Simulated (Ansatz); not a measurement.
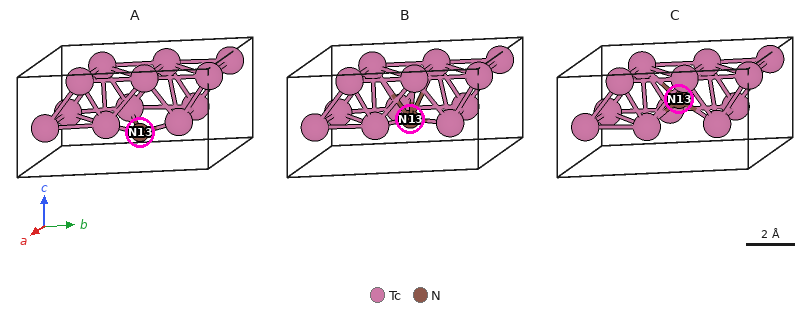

3 geometries from a converged minimum-energy path of Tc with an interstitial N (13 atoms in the cell), shuffled. The picture is a ball-and-stick view of the simulation cell (origin moved), seen slightly off an axis. The moving atom is ringed, with any periodic copies. Bonds to atoms that aren't drawn are left out.

Computed with Ansatz, DFT PBE, scalar-relativistic, plane waves, PAW. Run with plane-wave cutoff 600 eV; k-point mesh 4 × 3 × 4; Gaussian smearing 0.1 eV; 7 movable images; climbing image; force threshold 0.03 eV/Å; iteration limit 17; starting path by straight interpolation.

Question: One of them is the converged climbing image. Which?

Answer: B. In order along the path, whose images run from 0 to 8: C (image 1, +0.31 eV), B (image 4, +2.45 eV), A (image 6, +1.16 eV). The N atom travels furthest, 2.20 Å from end to end, along −c, on a path that bends up to 0.10 Å away from the straight line. At the highest image its nearest neighbour (Tc) is 1.81 Å away, against 2.02 Å at the start, and the surrounding atoms stand up to 0.23 Å off the mean of their end positions.

Limits of the set-up: the cell has an odd number of electrons but was run without spin polarisation; the periodic images lie only 4.4 Å apart, so the values are limited by the cell's size.
